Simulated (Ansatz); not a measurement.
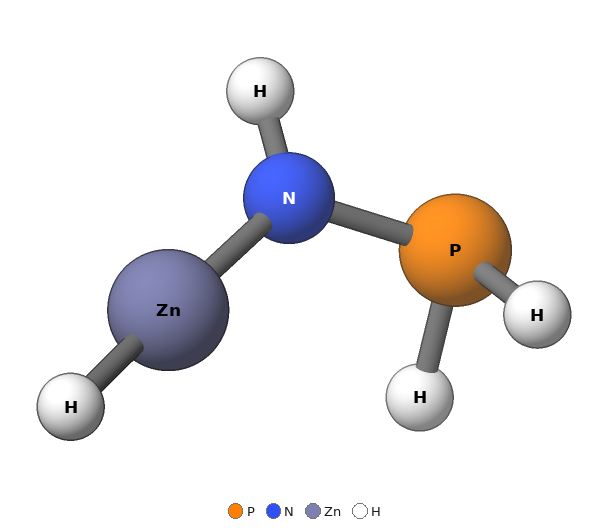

Rendered structure (ball-and-stick style).

The computed structure is the end point of a PBE0-D4/def2-TZVP optimisation.

**Which formula does it have?**

H₄NPZn, 7 atoms: 4 hydrogen, 1 nitrogen, 1 phosphorus and 1 zinc.

**What is its SMILES?**

P[NH][ZnH]

**What is the point group of this geometry?**

Cs.

**How many atoms are distinct by symmetry?**

6: 1 P, 1 N, 1 Zn, 2 H, 1 H, 1 H.

**How many bonds of each kind are drawn?**

2 P–H, 1 N–P, 1 N–Zn, 1 N–H, 1 Zn–H.

More results for the same structure follow; atom numbers are the same in all pictures, views and colours differ.

### Electronic properties

Level of theory: RKS B3LYP-D4/def2-TZVPP (Ansatz 0.2.0).

Predict the main results.

- dipole moment: 1.41 D
- HOMO energy (Kohn–Sham orbital): −6.56 eV
- LUMO energy (Kohn–Sham orbital): −0.83 eV
- HOMO–LUMO gap: 5.72 eV
- dispersion correction: −21.8 kJ/mol

### Vibrations

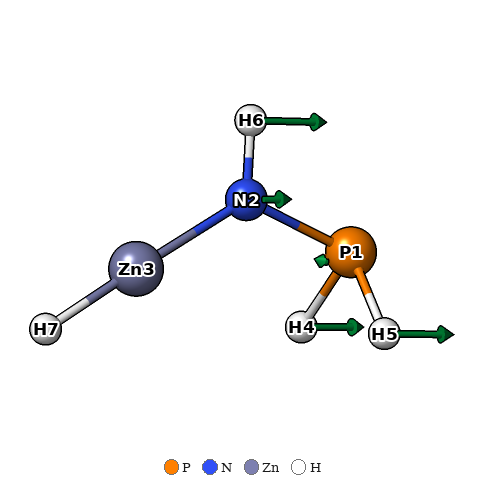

The arrows show one normal mode. Harmonic vibrations computed with RKS PBE0-D4/def2-TZVP (Ansatz 0.2.0) at a stationary point of the same level.

**Estimate its harmonic wavenumber.**

880 cm⁻¹; it is mode 7 of 15 counted from the lowest.

### Charges

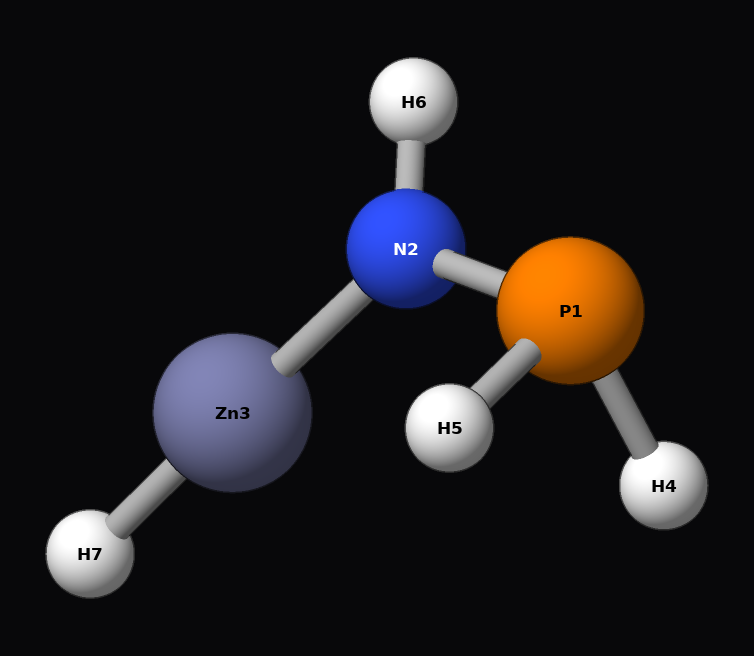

The questions are on Mulliken charges. Properties computed with RKS ωB97M-V/def2-TZVPP (Ansatz 0.2.0).

List the Mulliken charges.

```json
{"atom": "P1", "value (e)": "0.00"}
{"atom": "N2", "value (e)": "−0.38"}
{"atom": "Zn3", "value (e)": "0.28"}
{"atom": "H4", "value (e)": "0.02"}
{"atom": "H5", "value (e)": "0.02"}
{"atom": "H6", "value (e)": "0.12"}
{"atom": "H7", "value (e)": "−0.08"}
```

Mulliken values depend strongly on the basis set and can even reverse the polarity of a bond.
